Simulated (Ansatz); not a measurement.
CH6GeO3 (SMILES C[O][GeH]([OH])[OH])

```xyz
11

C    -0.8765    1.1798    0.9874
O    -0.2782    0.8172   -0.2379
Ge    0.8046   -0.5792   -0.3168
O     1.2755   -0.6110   -2.0133
O    -0.0326   -2.0782    0.0818
H    -1.4734    2.0781    0.8169
H    -1.5364    0.3921    1.3676
H    -0.1298    1.4089    1.7582
H     1.9719   -0.4757    0.6654
H     0.9612    0.1760   -2.4671
H    -0.6211   -2.3649   -0.6216
```

Geometry: PBE0-D4/def2-TZVP.

The calculation used RKS PBE0-D4/def2-TZVPP in Ansatz.

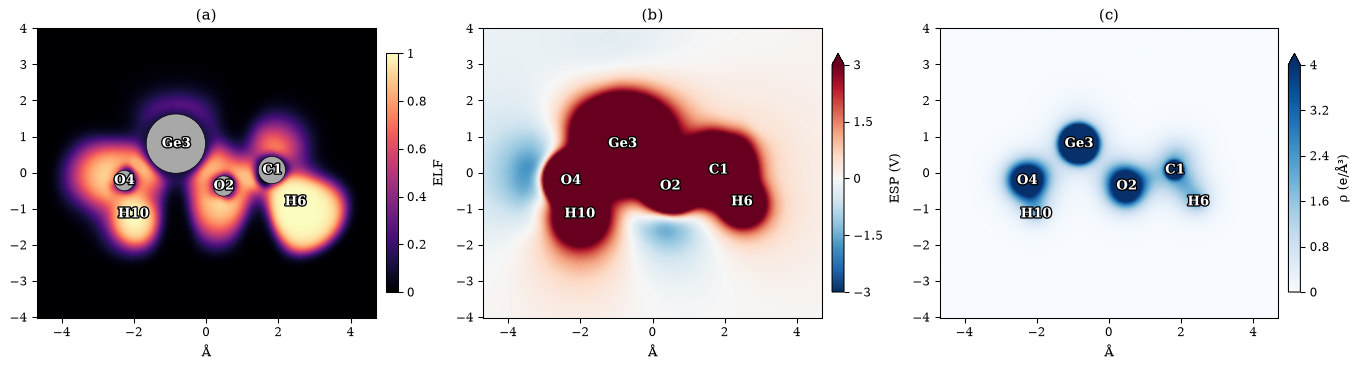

Figure 1. (a) ELF; (b) electrostatic potential; (c) total electron density on the plane of atoms C1, O2 and Ge3. Grey discs cover the atomic cores in the ELF map.

Question: Read the bonding off the picture.

Answer:
- The section cuts through C, O, Ge and H sites.
- C–O (1.41 Å): ρ at the midpoint is about 2 e/Å³, with its minimum of 1.7 e/Å³ about 0.5 Å from C; the ELF peaks at about 0.85 between the atoms, as expected for a shared but strongly polarised pair.
- Ge–O (1.76 Å): ρ is about 1 e/Å³ halfway; the ELF peaks at about 0.85 in the valence shell of O, 0.6 Å from its nucleus, and is about 0.30 at the midpoint.
- O–H (0.96 Å): the density is about 3.8 e/Å³ at the midpoint; the ELF climbs to about 1 towards the hydrogen, as it does in any bond to H (a covalent bond by its length).
- C–H (1.09 Å): the density is about 2.1 e/Å³ at the midpoint; the ELF climbs to about 1 towards the hydrogen: an ordinary covalent bond to hydrogen.
- The ELF also peaks beside O2 and O4, away from the bonds: lone-pair regions.
- Outside the dense part of the molecule the potential is most negative (−1.8 V) near O4.

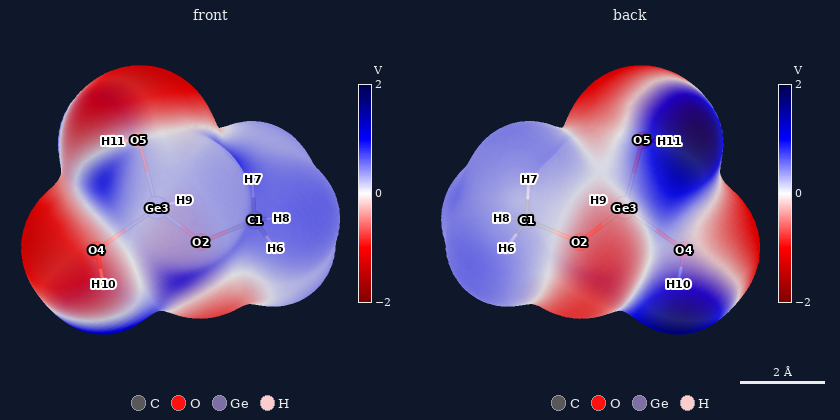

Figure 2. The molecular electrostatic potential painted on the density surface at 0.001 e/bohr³, seen from the front and from behind; red is negative and blue positive.

Question: Where is the surface potential most negative and most positive?

Answer: The most negative region (about −1.2 V) lies over O4 and O5, the most positive (about +1.8 V) over H10 and H11.

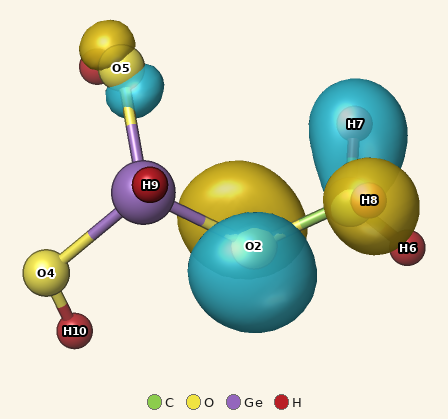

Figure 3. The HOMO at ±0.15 Å⁻³ᐟ² (yellow and cyan are the two phases), seen across its widest extent.

Question: Describe this orbital and give its energy.

Answer: Its weight (Hirshfeld) is mainly on O2 (about 60 %), C1 (about 15 %), H7 (about 5 %), H8 (about 5 %) and Ge3 (about 5 %). Its energy is −8.20 eV.
